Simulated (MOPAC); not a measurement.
# Run report: C$_{2}$H$_{7}$AlO$_{2}$, geometry relaxation (part 3 of 5)

C$_{2}$H$_{7}$AlO$_{2}$, SMILES C[O][Al]([CH3])[OH]; PM6-D3H4, closed shell, dispersion D3H4 (MOPAC 23.2.5). The atoms were displaced at random from an optimised geometry.

Geometry of the input (Å):
```
C  -1.4196  -0.2786  1.5224
O  -0.2088  0.4047  1.2021
Al 0.7961  0.4455  -0.1633
C  0.4542  -0.5148  -1.7783
O  2.1672  1.4260  0.0001
H  -2.1833  0.4680  1.7447
H  -1.7513  -0.9043  0.6920
H  -1.2653  -0.9259  2.3651
H  -0.5008  -0.2523  -2.2134
H  1.2025  -0.3208  -2.5287
H  0.4145  -1.5874  -1.5917
H  2.3763  1.9577  0.7656
```

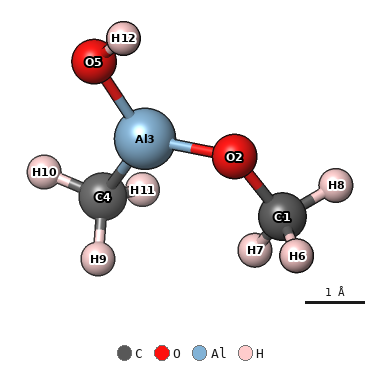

Figure 1. The geometry at step 49 of the log (ball-and-stick view, seen at a tilt; atoms are numbered from 1 in the order of the input).

Trajectory as extended XYZ, continued
```
12
Properties=species:S:1:pos:R:3:forces:R:3 step=31 energy=-6.04572
C    -1.3606   -0.3031    1.3492    0.0025  -0.0006   0.0006
O    -0.1534    0.4761    1.3453   -0.0054   0.0068  -0.0032
Al    0.7827    0.4488   -0.1249   -0.0027   0.0007   0.0006
C     0.3569   -0.5598   -1.7149    0.0008   0.0005   0.0000
O     2.1981    1.4528   -0.0407   -0.0024   0.0037   0.0028
H    -2.1626    0.4347    1.5870    0.0022  -0.0007  -0.0001
H    -1.5874   -0.8388    0.4050   -0.0004  -0.0034   0.0007
H    -1.2231   -1.0231    2.1897    0.0021  -0.0014  -0.0022
H    -0.6337   -0.2333   -2.0845   -0.0032  -0.0028   0.0002
H     1.1434   -0.3458   -2.4681    0.0040   0.0003   0.0017
H     0.3487   -1.6359   -1.4563   -0.0040   0.0007  -0.0006
H     2.2644    1.9094    0.8332    0.0066  -0.0040  -0.0005
12
Properties=species:S:1:pos:R:3:forces:R:3 step=33 energy=-6.04575
C    -1.3601   -0.3038    1.3488   -0.0018   0.0016   0.0015
O    -0.1541    0.4772    1.3449   -0.0029   0.0052  -0.0007
Al    0.7823    0.4494   -0.1249    0.0033  -0.0008   0.0009
C     0.3565   -0.5599   -1.7146    0.0027   0.0016   0.0004
O     2.1987    1.4523   -0.0405   -0.0042   0.0006  -0.0036
H    -2.1622    0.4335    1.5872   -0.0049   0.0004  -0.0004
H    -1.5869   -0.8394    0.4047    0.0004  -0.0023  -0.0005
H    -1.2224   -1.0238    2.1890    0.0061  -0.0033   0.0002
H    -0.6344   -0.2338   -2.0841    0.0019  -0.0010  -0.0015
H     1.1439   -0.3457   -2.4669   -0.0024  -0.0015  -0.0002
H     0.3479   -1.6362   -1.4563   -0.0015   0.0040   0.0016
H     2.2661    1.9091    0.8330    0.0033  -0.0045   0.0023
12
Properties=species:S:1:pos:R:3:forces:R:3 step=34 energy=-6.04576
C    -1.3599   -0.3042    1.3487   -0.0034   0.0019   0.0009
O    -0.1547    0.4781    1.3446   -0.0023   0.0024   0.0003
Al    0.7822    0.4497   -0.1248    0.0036   0.0002   0.0001
C     0.3563   -0.5597   -1.7143    0.0023   0.0006   0.0007
O     2.1991    1.4520   -0.0406   -0.0036  -0.0002  -0.0050
H    -2.1623    0.4327    1.5874   -0.0075  -0.0010   0.0001
H    -1.5867   -0.8401    0.4046    0.0015   0.0002  -0.0008
H    -1.2217   -1.0246    2.1885    0.0076  -0.0016   0.0015
H    -0.6347   -0.2342   -2.0841    0.0048   0.0015  -0.0014
H     1.1442   -0.3456   -2.4662   -0.0049  -0.0019  -0.0013
H     0.3474   -1.6360   -1.4559    0.0002   0.0026   0.0020
H     2.2675    1.9085    0.8328    0.0017  -0.0048   0.0030
12
Properties=species:S:1:pos:R:3:forces:R:3 step=36 energy=-6.04580
C    -1.3597   -0.3055    1.3486   -0.0012   0.0004  -0.0011
O    -0.1569    0.4807    1.3438   -0.0010  -0.0028   0.0004
Al    0.7819    0.4506   -0.1244   -0.0019   0.0030  -0.0015
C     0.3562   -0.5591   -1.7137   -0.0005  -0.0025   0.0004
O     2.2000    1.4512   -0.0414   -0.0003   0.0005  -0.0013
H    -2.1633    0.4298    1.5881   -0.0093  -0.0055   0.0016
H    -1.5861   -0.8419    0.4045    0.0026   0.0057  -0.0001
H    -1.2189   -1.0266    2.1875    0.0074   0.0049   0.0016
H    -0.6347   -0.2346   -2.0849    0.0075   0.0072   0.0006
H     1.1449   -0.3459   -2.4649   -0.0061  -0.0025  -0.0022
H     0.3462   -1.6349   -1.4539    0.0034  -0.0039   0.0003
H     2.2716    1.9056    0.8329   -0.0006  -0.0044   0.0012
12
Properties=species:S:1:pos:R:3:forces:R:3 step=38 energy=-6.04588
C    -1.3592   -0.3076    1.3486    0.0046  -0.0005  -0.0014
O    -0.1606    0.4852    1.3421    0.0009  -0.0021  -0.0007
Al    0.7813    0.4526   -0.1242   -0.0079   0.0018  -0.0014
C     0.3560   -0.5588   -1.7126   -0.0035  -0.0027  -0.0013
O     2.2014    1.4501   -0.0424    0.0032   0.0006   0.0070
H    -2.1663    0.4234    1.5904   -0.0051  -0.0075   0.0018
H    -1.5844   -0.8437    0.4040    0.0000   0.0064   0.0014
H    -1.2126   -1.0291    2.1862    0.0040   0.0075  -0.0010
H    -0.6338   -0.2337   -2.0859    0.0022   0.0081   0.0027
H     1.1451   -0.3477   -2.4638   -0.0005  -0.0036  -0.0011
H     0.3444   -1.6338   -1.4501    0.0043  -0.0073  -0.0034
H     2.2788    1.8982    0.8348   -0.0021  -0.0007  -0.0026
12
Properties=species:S:1:pos:R:3:forces:R:3 step=39 energy=-6.04591
C    -1.3586   -0.3088    1.3484    0.0046   0.0011   0.0001
O    -0.1628    0.4883    1.3408    0.0003   0.0025  -0.0010
Al    0.7807    0.4541   -0.1245   -0.0041  -0.0022   0.0002
C     0.3557   -0.5591   -1.7119   -0.0026   0.0007  -0.0020
O     2.2023    1.4495   -0.0423    0.0030  -0.0027   0.0070
H    -2.1686    0.4182    1.5923    0.0002  -0.0032   0.0007
H    -1.5830   -0.8441    0.4033   -0.0027   0.0015   0.0011
H    -1.2080   -1.0302    2.1854    0.0030   0.0021  -0.0019
H    -0.6332   -0.2323   -2.0857   -0.0037   0.0028   0.0014
H     1.1447   -0.3496   -2.4635    0.0042  -0.0031   0.0003
H     0.3432   -1.6339   -1.4484    0.0016  -0.0024  -0.0036
H     2.2832    1.8929    0.8368   -0.0037   0.0029  -0.0023
12
Properties=species:S:1:pos:R:3:forces:R:3 step=41 energy=-6.04593
C    -1.3582   -0.3084    1.3484   -0.0013   0.0017   0.0004
O    -0.1622    0.4882    1.3408   -0.0025   0.0023  -0.0002
Al    0.7807    0.4536   -0.1247    0.0032  -0.0018   0.0002
C     0.3555   -0.5594   -1.7123    0.0004   0.0011  -0.0004
O     2.2020    1.4496   -0.0414    0.0017  -0.0051  -0.0006
H    -2.1683    0.4184    1.5924    0.0002   0.0009   0.0008
H    -1.5832   -0.8434    0.4033   -0.0011  -0.0005  -0.0002
H    -1.2082   -1.0296    2.1855    0.0056  -0.0020   0.0004
H    -0.6336   -0.2319   -2.0850   -0.0003  -0.0006  -0.0012
H     1.1446   -0.3501   -2.4639    0.0009   0.0001  -0.0001
H     0.3435   -1.6347   -1.4501   -0.0014   0.0020  -0.0001
H     2.2816    1.8945    0.8369   -0.0053   0.0019   0.0010
12
Properties=species:S:1:pos:R:3:forces:R:3 step=43 energy=-6.04596
C    -1.3570   -0.3097    1.3490   -0.0067   0.0014   0.0001
O    -0.1653    0.4934    1.3387   -0.0075  -0.0012  -0.0009
Al    0.7802    0.4540   -0.1251    0.0066   0.0003  -0.0002
C     0.3552   -0.5592   -1.7127    0.0043  -0.0016   0.0021
O     2.2033    1.4472   -0.0398    0.0047  -0.0050  -0.0066
H    -2.1703    0.4126    1.5962    0.0045   0.0026   0.0019
H    -1.5828   -0.8442    0.4038    0.0012   0.0001  -0.0009
H    -1.2014   -1.0313    2.1846    0.0069  -0.0025   0.0011
H    -0.6339   -0.2303   -2.0852    0.0097  -0.0043  -0.0029
H     1.1457   -0.3523   -2.4636   -0.0058   0.0086  -0.0004
H     0.3427   -1.6346   -1.4511   -0.0077   0.0030   0.0048
H     2.2826    1.8940    0.8373   -0.0102  -0.0014   0.0019
12
Properties=species:S:1:pos:R:3:forces:R:3 step=44 energy=-6.04599
C    -1.3566   -0.3102    1.3495   -0.0060   0.0003  -0.0003
O    -0.1666    0.4954    1.3377   -0.0068  -0.0016  -0.0011
Al    0.7801    0.4541   -0.1252    0.0049   0.0013  -0.0004
C     0.3552   -0.5591   -1.7129    0.0046  -0.0029   0.0023
O     2.2039    1.4462   -0.0393    0.0055  -0.0039  -0.0058
H    -2.1709    0.4105    1.5982    0.0050   0.0020   0.0022
H    -1.5827   -0.8445    0.4042    0.0008   0.0010  -0.0008
H    -1.1984   -1.0321    2.1843    0.0059  -0.0017   0.0007
H    -0.6337   -0.2299   -2.0858    0.0113  -0.0042  -0.0025
H     1.1462   -0.3528   -2.4635   -0.0067   0.0097  -0.0004
H     0.3422   -1.6344   -1.4511   -0.0084   0.0018   0.0050
H     2.2826    1.8936    0.8377   -0.0101  -0.0018   0.0011
12
Properties=species:S:1:pos:R:3:forces:R:3 step=46 energy=-6.04615
C    -1.3535   -0.3142    1.3531    0.0045  -0.0043  -0.0011
O    -0.1782    0.5121    1.3291    0.0028   0.0014  -0.0006
Al    0.7789    0.4552   -0.1268   -0.0093   0.0039  -0.0014
C     0.3555   -0.5582   -1.7145    0.0029  -0.0060   0.0015
O     2.2089    1.4373   -0.0345    0.0041   0.0046   0.0051
H    -2.1749    0.3935    1.6160    0.0060  -0.0048   0.0017
H    -1.5829   -0.8464    0.4075   -0.0070   0.0056  -0.0001
H    -1.1727   -1.0380    2.1820   -0.0030   0.0014  -0.0029
H    -0.6312   -0.2271   -2.0914    0.0096  -0.0001   0.0012
H     1.1492   -0.3547   -2.4631   -0.0050   0.0055   0.0003
H     0.3380   -1.6328   -1.4508   -0.0045  -0.0059   0.0009
H     2.2800    1.8905    0.8408   -0.0011  -0.0013  -0.0046
12
Properties=species:S:1:pos:R:3:forces:R:3 step=48 energy=-6.04619
C    -1.3515   -0.3162    1.3536    0.0001   0.0012   0.0014
O    -0.1830    0.5195    1.3253    0.0014   0.0016   0.0012
Al    0.7781    0.4564   -0.1276    0.0019  -0.0010   0.0005
C     0.3553   -0.5588   -1.7142    0.0007   0.0014   0.0002
O     2.2116    1.4334   -0.0320   -0.0053   0.0012  -0.0015
H    -2.1761    0.3847    1.6239    0.0022   0.0003   0.0009
H    -1.5831   -0.8459    0.4072   -0.0072   0.0033  -0.0016
H    -1.1618   -1.0411    2.1792    0.0014  -0.0061  -0.0015
H    -0.6301   -0.2258   -2.0922   -0.0018  -0.0010  -0.0008
H     1.1490   -0.3552   -2.4626    0.0018  -0.0040   0.0004
H     0.3349   -1.6334   -1.4503    0.0022   0.0014   0.0002
H     2.2792    1.8900    0.8415    0.0026   0.0016   0.0007
12
Properties=species:S:1:pos:R:3:forces:R:3 step=49 energy=-6.04620
C    -1.3506   -0.3170    1.3542   -0.0010   0.0006   0.0017
O    -0.1853    0.5230    1.3236   -0.0003  -0.0009   0.0006
Al    0.7777    0.4567   -0.1279    0.0022  -0.0007   0.0008
C     0.3553   -0.5588   -1.7144    0.0000   0.0012   0.0002
O     2.2126    1.4317   -0.0309   -0.0057   0.0019  -0.0025
H    -2.1767    0.3809    1.6278    0.0028   0.0005   0.0016
H    -1.5835   -0.8457    0.4074   -0.0061   0.0047  -0.0013
H    -1.1565   -1.0427    2.1781    0.0015  -0.0051  -0.0025
H    -0.6297   -0.2252   -2.0931   -0.0024  -0.0007  -0.0004
H     1.1495   -0.3558   -2.4624    0.0027  -0.0046   0.0004
H     0.3339   -1.6333   -1.4503    0.0031   0.0015   0.0004
H     2.2789    1.8897    0.8420    0.0031   0.0014   0.0011
12
Properties=species:S:1:pos:R:3:forces:R:3 step=51 energy=-6.04628
C    -1.3468   -0.3202    1.3564   -0.0104  -0.0055   0.0017
O    -0.1953    0.5384    1.3161   -0.0079  -0.0139  -0.0023
Al    0.7763    0.4577   -0.1290    0.0019   0.0032  -0.0004
C     0.3557   -0.5592   -1.7151   -0.0033  -0.0029  -0.0001
O     2.2162    1.4244   -0.0262   -0.0014   0.0071  -0.0057
H    -2.1778    0.3645    1.6487    0.0052   0.0010   0.0063
H    -1.5887   -0.8415    0.4073    0.0020   0.0131   0.0017
H    -1.1323   -1.0523    2.1696    0.0026   0.0017  -0.0071
H    -0.6271   -0.2233   -2.0976   -0.0024   0.0014   0.0028
H     1.1524   -0.3601   -2.4613    0.0070  -0.0026   0.0004
H     0.3298   -1.6331   -1.4496    0.0040  -0.0014   0.0021
H     2.2780    1.8880    0.8441    0.0026  -0.0011   0.0006
12
Properties=species:S:1:pos:R:3:forces:R:3 step=52 energy=-6.04615
C    -1.3358   -0.3289    1.3623   -0.0323  -0.0077   0.0278
O    -0.2255    0.5835    1.2936   -0.0706  -0.0972  -0.0149
Al    0.7720    0.4610   -0.1319   -0.0061   0.0232   0.0126
C     0.3578   -0.5614   -1.7160   -0.0119  -0.0159  -0.0014
O     2.2261    1.4042   -0.0132    0.0063   0.0192  -0.0079
H    -2.1770    0.3149    1.7224    0.0799  -0.0428  -0.0039
H    -1.6122   -0.8178    0.4027    0.0280   0.0482   0.0502
H    -1.0572   -1.0882    2.1345   -0.0147   0.0836  -0.0784
H    -0.6179   -0.2187   -2.1114    0.0003   0.0047   0.0140
H     1.1626   -0.3763   -2.4567    0.0183   0.0047   0.0034
H     0.3182   -1.6332   -1.4445    0.0031  -0.0089   0.0052
H     2.2764    1.8834    0.8499   -0.0004  -0.0110  -0.0066
12
Properties=species:S:1:pos:R:3:forces:R:3 step=54 energy=-6.04702
C    -1.3413   -0.3231    1.3587   -0.0449  -0.0306  -0.0071
O    -0.2104    0.5608    1.3046   -0.0042  -0.0226  -0.0053
Al    0.7741    0.4586   -0.1301    0.0022   0.0097  -0.0139
C     0.3584   -0.5622   -1.7149   -0.0096  -0.0135  -0.0007
O     2.2193    1.4157   -0.0196    0.0200   0.0212  -0.0104
H    -2.1701    0.3394    1.7029   -0.0077   0.0054   0.0204
H    -1.6142   -0.8134    0.4003    0.0231   0.0317   0.0113
H    -1.0901   -1.0808    2.1371    0.0075   0.0073  -0.0093
H    -0.6201   -0.2231   -2.1061   -0.0008   0.0046   0.0108
H     1.1600   -0.3727   -2.4578    0.0173   0.0070   0.0007
H     0.3247   -1.6344   -1.4447    0.0001  -0.0117   0.0053
H     2.2752    1.8887    0.8462   -0.0030  -0.0085  -0.0018
12
Properties=species:S:1:pos:R:3:forces:R:3 step=56 energy=-6.04773
C    -1.3412   -0.3260    1.3600    0.0219   0.0644  -0.0018
O    -0.2188    0.5703    1.2984   -0.0131  -0.0213  -0.0046
Al    0.7733    0.4608   -0.1312    0.0086  -0.0001  -0.0084
C     0.3597   -0.5647   -1.7139    0.0033   0.0087  -0.0067
O     2.2228    1.4123   -0.0177   -0.0117   0.0062  -0.0097
H    -2.1658    0.3249    1.7332   -0.0248   0.0178   0.0236
H    -1.6260   -0.7956    0.3988   -0.0142  -0.0090  -0.0596
H    -1.0695   -1.0931    2.1177    0.0195  -0.0528   0.0401
H    -0.6164   -0.2222   -2.1086    0.0038  -0.0041   0.0098
H     1.1650   -0.3784   -2.4548    0.0019  -0.0028   0.0114
H     0.3219   -1.6362   -1.4412    0.0004  -0.0050   0.0048
H     2.2751    1.8871    0.8473    0.0046  -0.0021   0.0010
12
Properties=species:S:1:pos:R:3:forces:R:3 step=57 energy=-6.04771
C    -1.3418   -0.3264    1.3605    0.0439   0.0678   0.0023
O    -0.2193    0.5704    1.2980   -0.0139  -0.0200  -0.0055
Al    0.7735    0.4608   -0.1313    0.0073   0.0021  -0.0052
C     0.3595   -0.5646   -1.7141    0.0122   0.0109  -0.0044
O     2.2234    1.4121   -0.0176   -0.0220   0.0011  -0.0081
H    -2.1666    0.3252    1.7327   -0.0193   0.0094   0.0228
H    -1.6250   -0.7964    0.3991   -0.0207  -0.0138  -0.0561
H    -1.0681   -1.0925    2.1192    0.0064  -0.0428   0.0287
H    -0.6164   -0.2218   -2.1087    0.0016  -0.0045   0.0085
H     1.1652   -0.3779   -2.4549   -0.0030  -0.0057   0.0140
H     0.3218   -1.6360   -1.4411    0.0001  -0.0035   0.0021
H     2.2746    1.8873    0.8473    0.0074  -0.0009   0.0010
12
Properties=species:S:1:pos:R:3:forces:R:3 step=59 energy=-6.05058
C    -1.3323   -0.3288    1.3668   -0.1092  -0.0907  -0.0022
O    -0.2506    0.6102    1.2745   -0.0167  -0.0155   0.0133
Al    0.7678    0.4633   -0.1340   -0.0100   0.0038   0.0088
C     0.3696   -0.5714   -1.7134   -0.0327  -0.0247   0.0084
O     2.2267    1.3968   -0.0087    0.0280   0.0332  -0.0013
H    -2.1439    0.2704    1.8542    0.1005  -0.0495  -0.0366
H    -1.6889   -0.7310    0.3901    0.0472   0.0655   0.1130
H    -0.9875   -1.1486    2.0450   -0.0323   0.0862  -0.0918
H    -0.5973   -0.2220   -2.1245    0.0004  -0.0002   0.0018
H     1.1875   -0.3999   -2.4420    0.0240   0.0013  -0.0130
H     0.3142   -1.6404   -1.4330    0.0045  -0.0016   0.0064
H     2.2744    1.8809    0.8517   -0.0037  -0.0078  -0.0068
12
Properties=species:S:1:pos:R:3:forces:R:3 step=61 energy=-6.05576
C    -1.3363   -0.3267    1.3519   -0.0993  -0.1573  -0.0245
O    -0.2551    0.6105    1.2743    0.0935   0.0789   0.0122
Al    0.7709    0.4671   -0.1291    0.0023  -0.0112  -0.0358
C     0.3713   -0.5858   -1.6976    0.0196   0.0036   0.0095
O     2.2251    1.4099   -0.0153    0.0104   0.0104   0.0014
H    -2.0966    0.2419    1.9463    0.0383  -0.0938  -0.0686
H    -1.7533   -0.6263    0.3590    0.0312   0.0649   0.2110
H    -0.9646   -1.2117    1.9286   -0.0849   0.1113  -0.1050
H    -0.5926   -0.2355   -2.1149    0.0185   0.0016  -0.0101
H     1.1965   -0.4289   -2.4243   -0.0335  -0.0115   0.0137
H     0.3064   -1.6501   -1.4017    0.0097   0.0015   0.0004
H     2.2796    1.8894    0.8468   -0.0059   0.0017  -0.0044
12
Properties=species:S:1:pos:R:3:forces:R:3 step=62 energy=-6.05647
C    -1.3395   -0.3320    1.3524    0.1143   0.1268   0.1044
O    -0.2557    0.6144    1.2750   -0.0484  -0.0749   0.0014
Al    0.7714    0.4690   -0.1295   -0.0048   0.0068   0.0247
C     0.3704   -0.5842   -1.6969    0.0199   0.0143  -0.0193
O     2.2296    1.4080   -0.0176   -0.0363  -0.0040   0.0216
H    -2.1082    0.2351    1.9362    0.0522  -0.0466  -0.0476
H    -1.7410   -0.6358    0.3684   -0.0793  -0.0125  -0.0688
H    -0.9710   -1.2064    1.9366   -0.0050   0.0149  -0.0265
H    -0.5929   -0.2302   -2.1141    0.0213  -0.0186  -0.0004
H     1.1937   -0.4295   -2.4267   -0.0294  -0.0034   0.0260
H     0.3074   -1.6481   -1.4009   -0.0074  -0.0028   0.0015
H     2.2831    1.8883    0.8451    0.0030  -0.0002  -0.0170
12
Properties=species:S:1:pos:R:3:forces:R:3 step=64 energy=-6.06188
C    -1.3457   -0.3187    1.3388   -0.0895  -0.0939  -0.0429
O    -0.2403    0.5954    1.2865    0.0266   0.0099  -0.0117
Al    0.7749    0.4653   -0.1259    0.0156   0.0050  -0.0087
C     0.3787   -0.6005   -1.6852   -0.0088  -0.0179   0.0101
O     2.2157    1.4297   -0.0246    0.0201   0.0127  -0.0026
H    -2.0490    0.2207    2.0233    0.0176  -0.1027  -0.0563
H    -1.8303   -0.5045    0.3472    0.0993   0.0591   0.2221
H    -0.9837   -1.2685    1.8072   -0.0732   0.1378  -0.0874
H    -0.5812   -0.2486   -2.1098   -0.0041  -0.0154  -0.0053
H     1.2020   -0.4591   -2.4135    0.0273   0.0156  -0.0116
H     0.3121   -1.6606   -1.3752   -0.0207  -0.0082  -0.0019
H     2.2697    1.9134    0.8351   -0.0103  -0.0021  -0.0038
12
Properties=species:S:1:pos:R:3:forces:R:3 step=66 energy=-6.06666
C    -1.3498   -0.3118    1.3378    0.0210  -0.0574   0.0351
O    -0.2343    0.5927    1.2912   -0.0102   0.0015   0.0053
Al    0.7754    0.4627   -0.1269   -0.0008  -0.0047   0.0145
C     0.3836   -0.6094   -1.6834    0.0264  -0.0010   0.0008
O     2.2114    1.4347   -0.0253    0.0017   0.0116  -0.0049
H    -2.0305    0.1946    2.0681    0.0565  -0.0572  -0.0437
H    -1.8568   -0.4355    0.3579   -0.0253   0.0132   0.0182
H    -0.9900   -1.2893    1.7417   -0.0456   0.1037  -0.0320
H    -0.5719   -0.2583   -2.1160   -0.0325  -0.0092   0.0013
H     1.2103   -0.4680   -2.4096    0.0185  -0.0039   0.0094
H     0.3142   -1.6687   -1.3708   -0.0138   0.0050  -0.0025
H     2.2523    1.9289    0.8296    0.0040  -0.0017  -0.0015
```
